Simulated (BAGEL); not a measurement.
# CH5ClGa− (SMILES [CH3][GaH2-][Cl]) at HF/6-31G(d) (density fitting with qzvpp-jkfit, spherical functions)

What is the energy change on altering one bond length of CH5ClGa− at HF/6-31G* (density fitting with qzvpp-jkfit, spherical functions)? 

The calculation is run with BAGEL 1.2.2.

2 further runs of the same task are left out: 1 that didn't finish, 1 set aside as unsound or not needed.

## 1. The molecule

CH5ClGa− has 8 atoms, charge -1, and is taken as a singlet. As SMILES, `[CH3][GaH2-][Cl]`. The shape comes from GFN2-xTB, which is rough for such elements, and wasn't checked as a minimum.

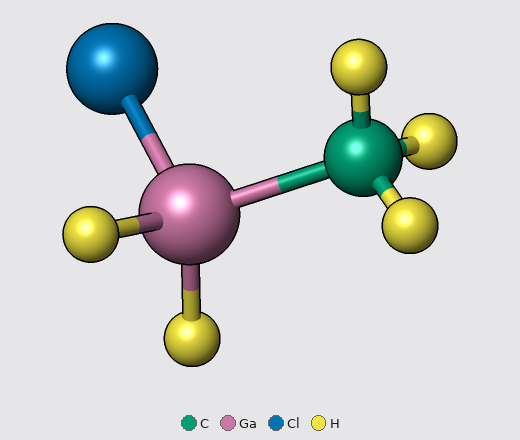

Viewed from a chosen angle; carbon teal, gallium pink, chlorine blue, hydrogen yellow.

## 2. The energy at HF/6-31G(d) (density fitting with qzvpp-jkfit, spherical functions)

The input, input.json:

```json
{ "bagel" : [

{
  "title" : "molecule",
  "basis" : "6-31gs.json",
  "df_basis" : "qzvpp-jkfit",
  "angstrom" : true,
  "geometry" : [
    { "atom" : "C", "xyz" : [   -0.637960,    0.871650,   -0.225700 ] },
    { "atom" : "Ga", "xyz" : [    0.489700,   -0.796190,    0.045540 ] },
    { "atom" : "Cl", "xyz" : [    1.480190,   -0.644310,    1.934430 ] },
    { "atom" : "H", "xyz" : [   -0.034200,    1.789090,   -0.191470 ] },
    { "atom" : "H", "xyz" : [   -1.400830,    0.983110,    0.557500 ] },
    { "atom" : "H", "xyz" : [   -1.175300,    0.892880,   -1.182260 ] },
    { "atom" : "H", "xyz" : [    1.621290,   -0.972240,   -1.025270 ] },
    { "atom" : "H", "xyz" : [   -0.342890,   -2.123990,    0.087220 ] }
  ]
},
{ "title" : "hf", "charge" : -1 },
{ "title" : "print", "file" : "orbitals.molden", "orbitals" : true }

]}
```

The basis set 6-31G* is read from a file made from the Basis Set Exchange's data (not shown).

Launch:

```sh
$ BAGEL_NUM_THREADS=1 BAGEL input.json > input.out
```

Standard output:

```text
* using 1 threads per process

  ===============================================================
  ===============================================================

  *** Geometry ***

  { "atom" : "C", "xyz" : [     -1.205570,      1.647180,     -0.426511 ] },
  { "atom" : "Ga", "xyz" : [      0.925399,     -1.504581,      0.086058 ] },
  { "atom" : "Cl", "xyz" : [      2.797154,     -1.217569,      3.655543 ] },
  { "atom" : "H", "xyz" : [     -0.064629,      3.380890,     -0.361826 ] },
  { "atom" : "H", "xyz" : [     -2.647185,      1.857809,      1.053522 ] },
  { "atom" : "H", "xyz" : [     -2.220995,      1.687299,     -2.234148 ] },
  { "atom" : "H", "xyz" : [      3.063794,     -1.837267,     -1.937480 ] },
  { "atom" : "H", "xyz" : [     -0.647968,     -4.013759,      0.164822 ] },

  Number of auxiliary basis functions:      559

  Since a DF basis is specified, we compute 2- and 3-index integrals:
    o Being stored without compression. Storage requirement is 0.024 GB

  Number of basis functions:       74
  Number of electrons      :       59

    * METHOD: MOLECULE                             0.90

  *** RHF ***

  === Nuclear Repulsion ===
   260.1902315708

      * DIIS with orbital gradients will be used.

  === RHF iteration (6-31gs.json) ===
      0      -2423.19311230          0.01286261           0.17
      1      -2423.27397638          0.00579197           0.19
      2      -2423.28928070          0.00129579           0.14
      3      -2423.29010123          0.00047996           0.17
      4      -2423.29019633          0.00005289           0.17
      5      -2423.29019921          0.00001725           0.19
      6      -2423.29019954          0.00000579           0.18
      7      -2423.29019958          0.00000105           0.16
      8      -2423.29019959          0.00000036           0.14
      9      -2423.29019959          0.00000014           0.19
     10      -2423.29019959          0.00000005           0.19
     11      -2423.29019959          0.00000001           0.19
     12      -2423.29019959          0.00000000           0.19
    * SCF iteration converged.

    * Permanent dipole moment:
           (    0.352938,    -0.451823,     0.142316) a.u.

    * METHOD: HF                                   2.86

    * METHOD: PRINT                                0.01

  ===============================================================
```

Wall time 4.5 s (1 thread of Intel Xeon at 2.50GHz (Skylake/Cascade Lake), shared host).

## 3. The distorted shape

The input, hf.json:

```json
{ "bagel" : [

{
  "title" : "molecule",
  "basis" : "6-31gs.json",
  "df_basis" : "qzvpp-jkfit",
  "angstrom" : true,
  "geometry" : [
    { "atom" : "C", "xyz" : [      -0.557340,       0.868465,      -0.082181 ] },
    { "atom" : "Ga", "xyz" : [       0.570320,      -0.799375,       0.189059 ] },
    { "atom" : "Cl", "xyz" : [       1.560810,      -0.647495,       2.077949 ] },
    { "atom" : "H", "xyz" : [       0.046420,       1.785905,      -0.047951 ] },
    { "atom" : "H", "xyz" : [      -1.320210,       0.979925,       0.701019 ] },
    { "atom" : "H", "xyz" : [      -1.175300,       0.892880,      -1.182260 ] },
    { "atom" : "H", "xyz" : [       1.701910,      -0.975425,      -0.881751 ] },
    { "atom" : "H", "xyz" : [      -0.262270,      -2.127175,       0.230739 ] }
  ]
},

{ "title" : "hf", "charge" : -1 },

{ "title" : "print", "file" : "orbitals.molden", "orbitals" : true }

]}
```

The basis set 6-31G* is read from a file made from the Basis Set Exchange's data (not shown).

Launch:

```sh
$ BAGEL_NUM_THREADS=1 BAGEL hf.json > hf.out
```

Standard output:

```text
* using 1 threads per process

  ===============================================================
  ===============================================================

  *** Geometry ***

  { "atom" : "C", "xyz" : [     -1.053220,      1.641161,     -0.155300 ] },
  { "atom" : "Ga", "xyz" : [      1.077749,     -1.510600,      0.357270 ] },
  { "atom" : "Cl", "xyz" : [      2.949503,     -1.223588,      3.926755 ] },
  { "atom" : "H", "xyz" : [      0.087721,      3.374871,     -0.090614 ] },
  { "atom" : "H", "xyz" : [     -2.494835,      1.851790,      1.324734 ] },
  { "atom" : "H", "xyz" : [     -2.220995,      1.687299,     -2.234148 ] },
  { "atom" : "H", "xyz" : [      3.216144,     -1.843286,     -1.666268 ] },
  { "atom" : "H", "xyz" : [     -0.495618,     -4.019778,      0.436034 ] },

  Number of auxiliary basis functions:      559

  Since a DF basis is specified, we compute 2- and 3-index integrals:
    o Being stored without compression. Storage requirement is 0.024 GB

  Number of basis functions:       74
  Number of electrons      :       59

    * METHOD: MOLECULE                             0.88

  *** RHF ***

  === Nuclear Repulsion ===
   259.4279676150

      * DIIS with orbital gradients will be used.

  === RHF iteration (6-31gs.json) ===
      0      -2423.18333713          0.01257888           0.19
      1      -2423.26095261          0.00568241           0.17
      2      -2423.27588961          0.00130943           0.19
      3      -2423.27674480          0.00045966           0.19
      4      -2423.27683497          0.00005446           0.20
      5      -2423.27683800          0.00001894           0.20
      6      -2423.27683838          0.00000617           0.20
      7      -2423.27683843          0.00000115           0.19
      8      -2423.27683844          0.00000049           0.19
      9      -2423.27683844          0.00000017           0.19
     10      -2423.27683844          0.00000006           0.15
     11      -2423.27683844          0.00000002           0.20
     12      -2423.27683844          0.00000001           0.20
    * SCF iteration converged.

    * Permanent dipole moment:
           (    0.284884,    -0.437577,     0.033660) a.u.

    * METHOD: HF                                   3.11

    * METHOD: PRINT                                0.02

  ===============================================================
```

Wall time 4.8 s (1 thread of Intel Xeon at 2.50GHz (Skylake/Cascade Lake), shared host).

## 4. Outcome

Level: HF/6-31G* (density fitting with qzvpp-jkfit, spherical functions).

```
                                                              quantity           value
                                             first shape: total energy  -2423.29020 Eh
                                              first shape: HOMO energy        -5.10 eV
                                              first shape: LUMO energy         7.79 eV
    first shape: HOMO–LUMO gap (to an unbound level, set by the basis)        12.90 eV
                                         distorted shape: total energy  -2423.27684 Eh
                                          distorted shape: HOMO energy        -5.14 eV
                                          distorted shape: LUMO energy         7.87 eV
distorted shape: HOMO–LUMO gap (to an unbound level, set by the basis)        13.01 eV
     energy change with the C1–H6 bond stretched from 1.097 to 1.262 Å        0.364 eV
```

With the C1–H6 bond stretched from 1.097 to 1.262 Å the energy rises by 0.36 eV (35.1 kJ/mol). The first shape isn't relaxed at this level, so the change isn't measured from a minimum.
